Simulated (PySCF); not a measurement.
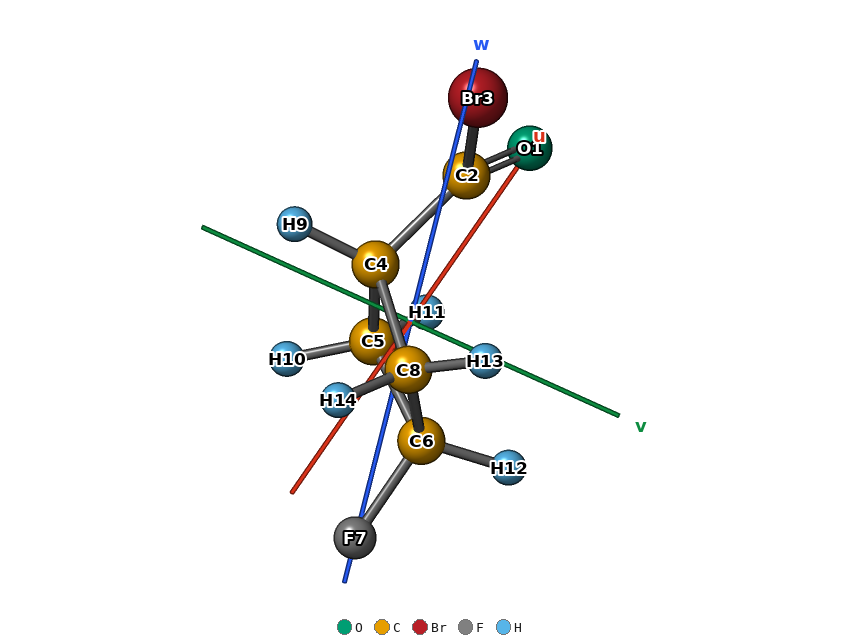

The lines u, v and w are the principal axes of the static dipole polarisability. Computed geometry: GFN2-xTB optimisation. No frequency run is at hand to confirm it as a minimum. Level of theory: CAM-B3LYP/def2-SVPD (PySCF 2.14.0).

### Along which axis is the molecule most polarisable, and along which least?

Most along w, least along v.

### Give the three principal values.

u 78.1, v 65.5, w 102.0 bohr³; mean 81.9, anisotropy 32.2 bohr³.

The geometry is semi-empirical. Around Br such bond lengths and angles can be off by a tenth of an ångström or more and by several degrees, and values that hang on the shape move with them.
